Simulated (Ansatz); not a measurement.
```xyz
10

Si   -1.3060    1.2183   -0.5156
F     1.9412   -0.0710   -0.8344
F    -1.3181   -0.2696   -1.0495
F    -2.6313    1.4611    0.2872
F    -1.3033    2.1668   -1.7648
H     1.2876    1.0244   -0.3291
S     0.3539    1.5159    0.7223
Zn    1.0149   -0.9379    0.5671
S     0.5996   -2.6400    1.8271
H     1.3613   -3.4678    1.0896
```

A transition-state structure; geometry: PBE0-D4/def2-TZVP.

These are results of RKS PBE0-D4/def2-TZVPP in Ansatz 0.2.0, not measurements.

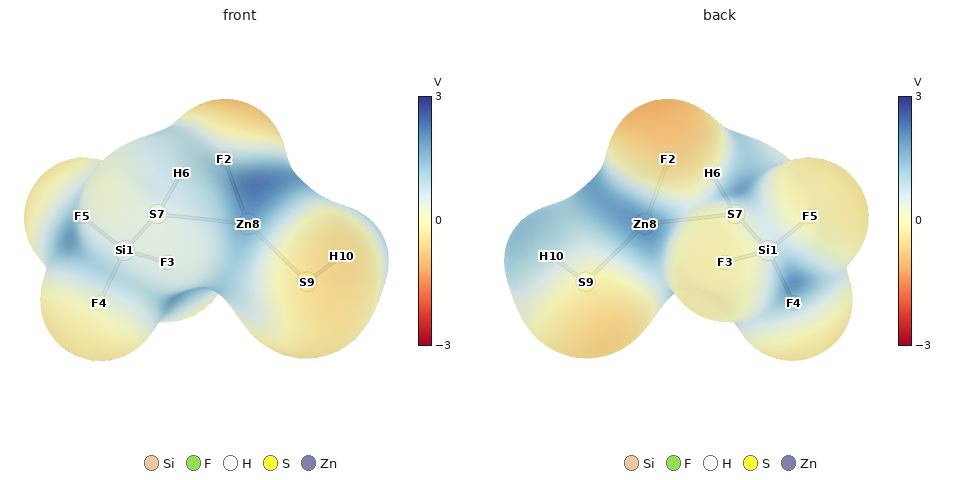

F₄H₂S₂SiZn. The electrostatic potential painted on the density surface at 0.002 e/bohr³, seen from the front and from behind; the colour scale runs from red (negative) to blue (positive).

### Describe the electrostatic potential map.

The most negative region (about −1.0 V) lies over F2, the most positive (about +2.4 V) over Zn8.
